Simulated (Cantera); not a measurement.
Feed: 1 mol Pb, 0.087 mol CO, 0.71 mol H2, held at 1.80 mbar.

These are equilibrium values from Cantera (NASA tables, ideal gas, pure condensed phases), not measurements of a reactor. Candidate condensed phases: C, C6H6, C7H8, C8H18, H2O, Pb, PbO, PbO2, Pb3O4; 113 gas species. Rates play no part.

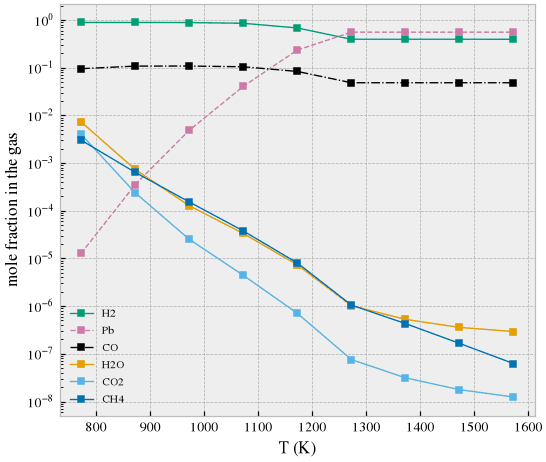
Fig. 1. Equilibrium gas composition (values under 1e-9 drawn at 1e-9)

From 773 K to 873 K the condensed part is C(graphite) + Pb(l). From 973 K to 1173 K the condensed part is Pb(l). From 1273 K to 1573 K nothing is condensed. The main Pb-bearing gas is Pb throughout.
